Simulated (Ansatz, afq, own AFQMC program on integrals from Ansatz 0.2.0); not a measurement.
# AlN (triplet): AFQMC on the coupled-cluster ladder, 6-31G, part 2 of 2

Ansatz 0.2.0, Gaussian basis, and an in-house AFQMC program (afq) on its integrals; all values are calculated; 6-31G, frozen cores.

### 14 Phaseless AFQMC, CISD trial on UHF

It reads the integrals that the CCSD(T) run on this determinant wrote.

On the command line:

```bash
$ afq ham --method phaseless --trial cisd --walkers 200 --populations 1 --least-time 40 --time-step 0.005 --steps-per-block 50 --equilibration-blocks 28 --max-blocks 300 --target-error 0.00034 --factor-cut 1e-05 --start spin_pure --seed 1397 --release-times 0.24,0.51,0.99,1.62,2.4 --release-step 0.03 --release-every 4 --taylor-order 6
```

Log:

```text
orbitals 16  electrons 5 3  factors 87 of 270
reference energy -296.22808750 Eh
CCSD correlation -0.11717726 Eh in 15 cycles, weight of the determinant in the CISD state 0.8226
energy of the start -296.344385 Eh
 block  time / (1/Eh)  mean weight  energy / Eh
     1     0.250  0.9993  -296.343955
     2     0.500  1.0004  -296.344520
     3     0.750  1.0003  -296.344830
     4     1.000  1.0002  -296.345931
     5     1.250  1.0003  -296.347132
     6     1.500  1.0007  -296.349526
     7     1.750  0.9999  -296.351852
     8     2.000  0.9998  -296.346083
     9     2.250  0.9996  -296.346627
    10     2.500  1.0004  -296.348225
    13     3.250  1.0002  -296.348675
    17     4.250  1.0002  -296.350926
    21     5.250  1.0001  -296.356371
    25     6.250  0.9995  -296.350622
    29     7.250  1.0000  -296.350215
    33     8.250  0.9998  -296.350484
    37     9.250  0.9999  -296.349852
    41    10.250  1.0000  -296.349321
    45    11.250  0.9998  -296.348214
    49    12.250  0.9995  -296.349776
    53    13.250  1.0002  -296.348356
    57    14.250  0.9981  -296.351208
    61    15.250  1.0006  -296.346789
    65    16.250  1.0003  -296.347215
    69    17.250  1.0005  -296.351184
    73    18.250  0.9992  -296.350024
    77    19.250  0.9996  -296.350269
    81    20.250  0.9999  -296.349944
    85    21.250  0.9994  -296.350893
    89    22.250  0.9999  -296.348520
    93    23.250  0.9992  -296.349933
    97    24.250  0.9994  -296.350068
   101    25.250  0.9994  -296.349515
   105    26.250  1.0003  -296.354186
   109    27.250  1.0008  -296.348253
   113    28.250  1.0002  -296.348313
   117    29.250  0.9995  -296.351935
   121    30.250  1.0000  -296.345988
   125    31.250  1.0003  -296.347337
   129    32.250  0.9995  -296.349138
   133    33.250  1.0000  -296.347804
   137    34.250  0.9992  -296.346293
   141    35.250  0.9967  -296.344582
   145    36.250  1.0000  -296.351497
   149    37.250  1.0002  -296.348347
   153    38.250  1.0006  -296.351515
   157    39.250  1.0007  -296.352032
   161    40.250  1.0008  -296.347942
   165    41.250  0.9948  -296.354315
   169    42.250  1.0004  -296.354427
   173    43.250  1.0006  -296.347401
   177    44.250  1.0006  -296.347868
   181    45.250  1.0001  -296.349446
   185    46.250  0.9998  -296.352427
blocks merged  error / Eh  count
     1  0.000182  160
     2  0.000227  80
     4  0.000248  40
     8  0.000288  20
    16  0.000391  10
released: time / (1/Eh)  energy / Eh  error  mean overlap
  0.24  -296.349436  0.000383  0.9988
  0.51  -296.349985  0.000272  0.9944
  0.99  -296.350092  0.000366  0.9974
  1.62  -296.350193  0.000332  0.9961
  2.40  -296.350224  0.000360  0.9896
energy -296.349479 +/- 0.000288 Eh
```

Wall time 93 s (1 thread of Arm Neoverse V2, shared host).

Energy -8064.0801 ± 0.0078 eV. Caveats: constraint bias not in the error. The error still grows with block length (0.0067 to 0.0106 eV), so the bar may be too small.

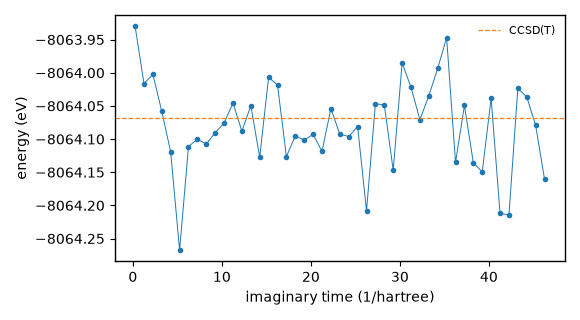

Block energies along the walk.

### 15 Phaseless AFQMC, single-determinant trial on UHF

It reads the integrals that the CCSD(T) run on this determinant wrote.

On the command line:

```bash
$ afq ham --method phaseless --trial hf --walkers 400 --populations 1 --least-time 40 --time-step 0.005 --steps-per-block 20 --equilibration-blocks 112 --max-blocks 600 --target-error 0.00102 --factor-cut 1e-05 --start spin_pure --seed 3670 --taylor-order 6
```

Log:

```text
orbitals 16  electrons 5 3  factors 87 of 270
reference energy -296.22808750 Eh
CCSD correlation -0.11717726 Eh in 15 cycles, weight of the determinant in the CISD state 0.8226
energy of the start -296.229627 Eh
 block  time / (1/Eh)  mean weight  energy / Eh
     1     0.100  1.0002  -296.247723
     2     0.200  1.0007  -296.263175
     3     0.300  1.0007  -296.271686
     4     0.400  1.0008  -296.279493
     5     0.500  1.0003  -296.287206
     6     0.600  0.9998  -296.298754
     7     0.700  1.0009  -296.301683
     8     0.800  1.0005  -296.303051
     9     0.900  1.0006  -296.312246
    10     1.000  1.0001  -296.311344
    18     1.800  1.0005  -296.329682
    35     3.500  1.0002  -296.346651
    52     5.200  0.9999  -296.358467
    69     6.900  0.9995  -296.340439
    86     8.600  0.9994  -296.332058
   103    10.300  1.0004  -296.336324
   120    12.000  0.9995  -296.334026
   137    13.700  1.0009  -296.355043
   154    15.400  1.0003  -296.340982
   171    17.100  1.0003  -296.349113
   188    18.800  0.9992  -296.341591
   205    20.500  1.0007  -296.355027
   222    22.200  0.9994  -296.352968
   239    23.900  0.9997  -296.356973
   256    25.600  1.0001  -296.349327
   273    27.300  0.9992  -296.335614
   290    29.000  0.9976  -296.345076
   307    30.700  0.9999  -296.329879
   324    32.400  1.0001  -296.347948
   341    34.100  1.0001  -296.339764
   358    35.800  1.0000  -296.328076
   375    37.500  1.0001  -296.339405
   392    39.200  0.9993  -296.351208
   409    40.900  1.0016  -296.339524
   426    42.600  0.9995  -296.335775
   443    44.300  1.0001  -296.341814
   460    46.000  0.9990  -296.346345
   477    47.700  1.0002  -296.350923
   494    49.400  0.9999  -296.342651
   511    51.100  0.9999  -296.355970
   528    52.800  1.0004  -296.348067
   545    54.500  1.0002  -296.347763
   562    56.200  0.9998  -296.341798
   579    57.900  1.0010  -296.364158
   596    59.600  0.9997  -296.346437
   613    61.300  0.9998  -296.342328
   630    63.000  1.0005  -296.339287
   647    64.700  1.0005  -296.351173
   664    66.400  1.0000  -296.356835
   681    68.100  0.9994  -296.359311
   698    69.800  0.9976  -296.341770
blocks merged  error / Eh  count
     1  0.000392  600
     2  0.000525  300
     4  0.000685  150
     8  0.000877  75
    16  0.001126  37
    32  0.001420  18
    64  0.001688  9
energy -296.346274 +/- 0.001420 Eh
```

Run time: 2.4 min. Hardware: 1 thread of Arm Neoverse V2, shared host.

Energy -8063.9929 ± 0.0386 eV. The run doesn't count as converged. Caveats: constraint bias not in the error; error not settled.

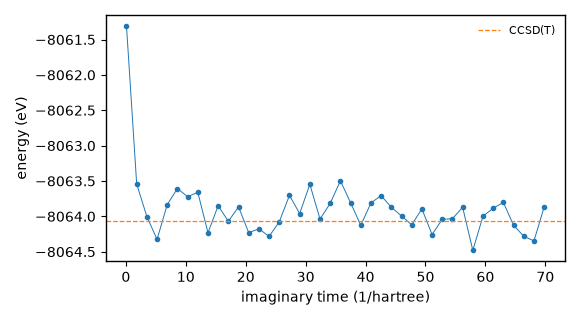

Block energies along the walk.

### 16 Free-projection AFQMC, CISD trial on UHF

It reads the integrals that the CCSD(T) run on this determinant wrote.

On the command line:

```bash
$ afq ham --method free --trial cisd --walkers 200 --time-step 0.03 --max-blocks 80 --target-error 0.00034 --factor-cut 1e-05 --seed 3081 --times 0,0.3,0.6,1.2,1.8,2.4,3.6,4.8,6 --taylor-order 8
```

Log:

```text
orbitals 16  electrons 5 3  factors 87 of 270
reference energy -296.22808750 Eh
CCSD correlation -0.11717726 Eh in 15 cycles, weight of the determinant in the CISD state 0.8226
repeat  energy at the last time / Eh  error
    10  -296.351572  0.000888
    20  -296.351841  0.000666
    30  -296.351097  0.000538
    40  -296.350842  0.000460
    50  -296.350638  0.000386
    60  -296.350772  0.000360
    70  -296.350879  0.000340
time / (1/Eh)  energy / Eh  error  mean overlap
  0.00  -296.345414  0.000116  1.2155
  0.30  -296.347462  0.000152  1.2161
  0.60  -296.348600  0.000147  1.2167
  1.20  -296.349225  0.000156  1.2291
  1.80  -296.350074  0.000172  1.2311
  2.40  -296.350251  0.000183  1.2312
  3.60  -296.350625  0.000264  1.2459
  4.80  -296.350756  0.000283  1.2556
  6.00  -296.350837  0.000336  1.2837
energy -296.350837 +/- 0.000336 Eh
```

Run time: 92 s. Hardware: 1 thread of Arm Neoverse V2, shared host.

Energy -8064.1171 ± 0.0091 eV. Caveats: remainder of the start not in the error.

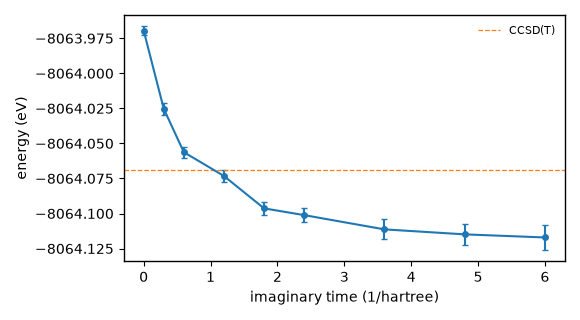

Energy against projection time, with error bars.

### 17 AFQMC on the ladder

The full CI on restricted orbitals is not used as the yardstick for these unrestricted rows.

On the UHF determinant, counted from CCSDTQ (a yardstick, not exact):

```tsv
level	energy (eV)	from CCSDTQ (kJ/mol)	statistical error (kJ/mol)	time
HF	-8060.7769	+323.5		
MP2	-8063.1694	+92.7		
CCSD	-8063.9655	+15.9		
CCSD(T)	-8064.0687	+5.9		
CCSDT(Q)	-8064.1343	-0.4		
CCSDTQ	-8064.1301	0.0		
Phaseless AFQMC, CISD trial, step 0.005, 200 walkers	-8064.0801	+4.8	0.8	93 s
Free-projection AFQMC, CISD trial, step 0.03, 200 walkers	-8064.1171	+1.3	0.9	92 s
```

The functionals' totals stand on their own zeros and serve differences with other points: PBE -8076.460 eV; r2SCAN -8080.230 eV; PBE0 -8076.892 eV; B3LYP -8082.393 eV; wB97M-V -8080.952 eV; B2PLYP -8076.533 eV.

### 18 Results

The summary covers parts 1 to 2.

| quantity | value |
| --- | --- |
| CCSD(T) on UHF from CCSDTQ | +5.9 kJ/mol |
| Phaseless AFQMC, CISD trial on UHF from CCSDTQ | +4.8 ± 0.8 kJ/mol |
| Free-projection AFQMC, CISD trial on UHF from CCSDTQ | +1.3 ± 0.9 kJ/mol |

What this shows: On UHF the phaseless walk with the CISD trial lies +4.8 kJ/mol from CCSDTQ, 6 times its error bar. Free projection has no constraint; at the last time it gives +1.3 ± 0.9 kJ/mol, and from a start that isn't spin pure other spins can mix in. Error bars are statistical and leave out the constraint, the time step and what remains of the start.
